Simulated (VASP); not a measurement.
Band structure of SnSe2 (1T layered). Calculation: rev-vdW-DF2, VASP's PBE PAW potentials (set 64) (plane waves; VASP).

Unless said otherwise, spin-orbit coupling is left out, though it shifts the bands of the heavy elements here.

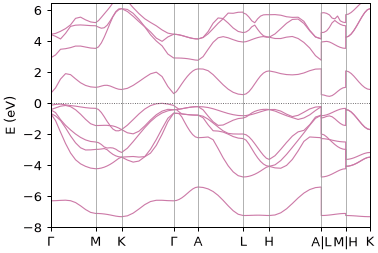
*Bands along high-symmetry lines, zero at the valence-band maximum or, without a gap, the Fermi level*

Question: Read the plot: is there a gap, and where are the band edges?

Answer: The gap is indirect, 0.45 eV, from the valence maximum at K-Γ at 0.78 to the conduction minimum at L-M at 0.33. (Edges off the drawn lines would not show.)

Measured: gap 0.98 eV (computed value off by -0.53 eV), as given by Joseph M. Gonzalez et al., Physical Review B (2016), arXiv:1609.04381.

The compound is SnSe2 in the 1T layered structure. It was relaxed first.
